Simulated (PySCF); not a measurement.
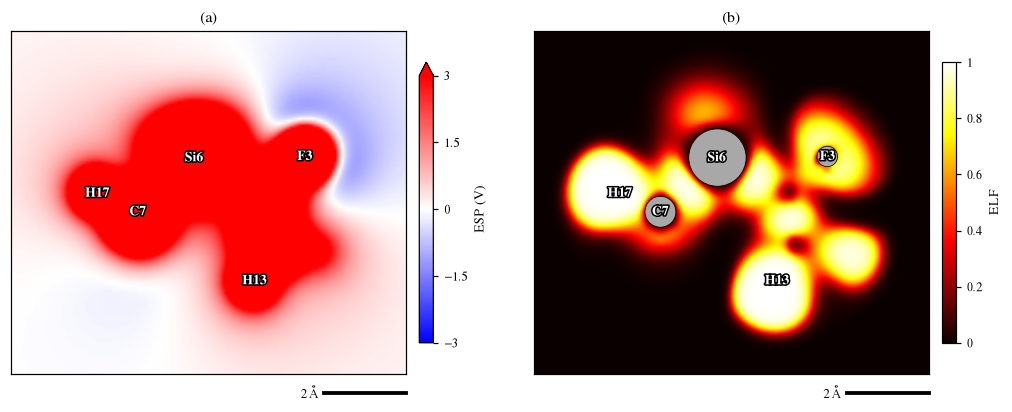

*C4H9F3Si. (a) electrostatic potential; (b) electron localisation function on the plane of atoms Si6, C7 and H17. Grey discs cover the atomic cores in the ELF map.*

Geometry: GFN2-xTB.

All numbers below come from PBE0/pcSseg-1, SCF density, gas phase, non-relativistic in PySCF 2.14.0.

Input file:

```
{"job": {"kind": "nmr", "xc": "PBE0", "basis": "pcSseg-1"}, "charge": 0, "multiplicity": 1}
C     -1.530003     1.047983     0.069572
C     -0.861327    -0.295578     0.319303
F     -1.668879    -0.989005     1.238920
C     -0.816259    -1.124816    -0.956317
F      0.212577    -2.041471    -0.900699
Si     0.887873    -0.171578     1.139235
C      2.123626     0.404268    -0.212785
F      1.606958     1.485329    -0.906585
H     -0.900283     1.667299    -0.561775
H     -1.686079     1.555367     1.018464
H     -2.497616     0.911185    -0.411505
H     -1.740861    -1.691989    -1.097837
H     -0.619065    -0.489002    -1.823057
H      1.295088    -1.479854     1.636551
H      0.784906     0.851800     2.182191
H      2.331643    -0.366763    -0.957532
H      3.070703     0.738858     0.213945
```

Launched as:

```sh
OMP_NUM_THREADS=1 python probes_run.py task.json out
```

What does the map show?

- Atoms in the plane: F, Si, C and H.
- C–Si (1.92 Å): the ELF peaks at about 1 between the atoms; a covalent bond.
- C–H (1.09 Å): the ELF climbs to about 1 towards the hydrogen, as it does in any bond to H; a covalent bond by its length.
- The ELF also peaks beside F3, away from the bonds: lone-pair regions.
- Outside the dense part of the molecule the potential is most negative (−1.1 V) near F3.
